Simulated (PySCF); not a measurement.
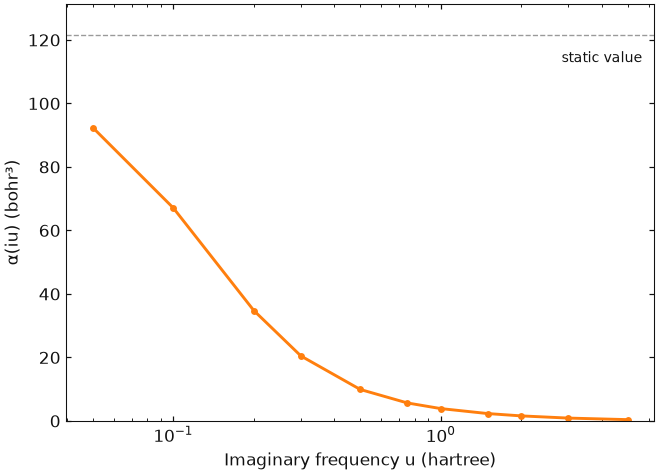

Dipole polarisability at imaginary frequency of an atom or ion with 24 electrons in the configuration [Ar] 3d⁴ 4s². Coupled response at the HF level; PySCF, def2-QZVPPD, non-relativistic, unrestricted single determinants, no spin-orbit coupling.

**Which species is it, and what does the curve give?**

Neutral chromium. The static dipole polarisability is 122 bohr³; α(iu) falls to half of it near u = 0.11 hartree. The Casimir–Polder integral gives C₆ = 1240 hartree bohr⁶ for two such species.
